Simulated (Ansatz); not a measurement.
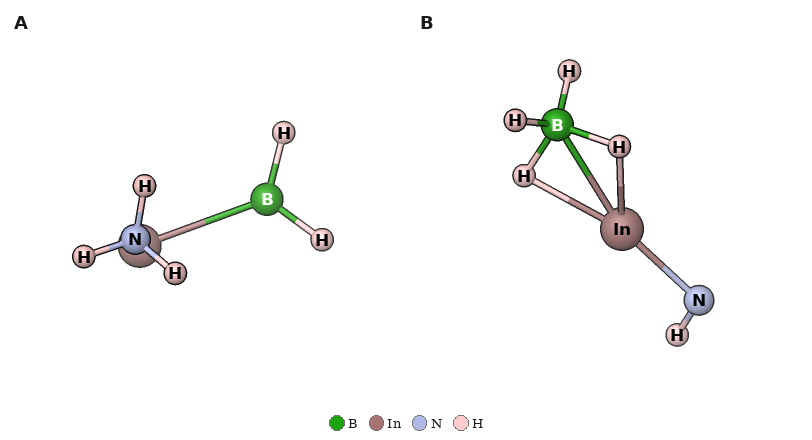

2 stationary structures of one formula. Geometries: PBE0-D4/def2-TZVP. Electronic energies: RHF-CCSD(T) (frozen core)/def2-TZVPP (Ansatz 0.2.0), without zero-point energy. No frequency run is at hand to confirm each as a minimum. Each is one conformer, not always the lowest.

> Rank them by energy, lowest first.

A is lowest (Cs); B lies 25.0 kcal/mol above it (C1).
